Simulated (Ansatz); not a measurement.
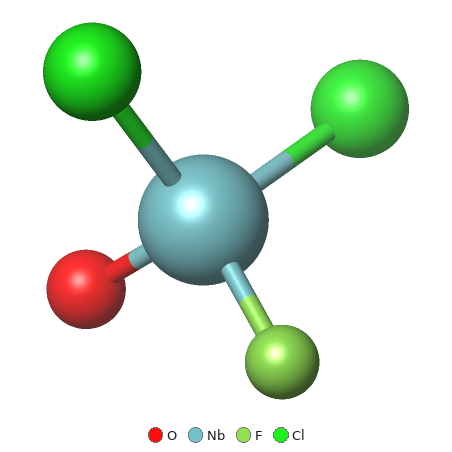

A molecule with one transition-metal atom. Charge 0, singlet. Computed geometry: PBE-D4/def2-SVP optimisation. No frequency run is at hand to confirm it as a minimum.

Describe the coordination sphere.

Nb binds 4 atoms: 1 O at 1.70 Å, 1 F at 1.87 Å, 2 Cl at 2.30 Å. The arrangement is tetrahedral.

Give the formal oxidation state and the d-electron count.

Nb(V), d⁰, counting the ligands as closed-shell ions or neutral donors.
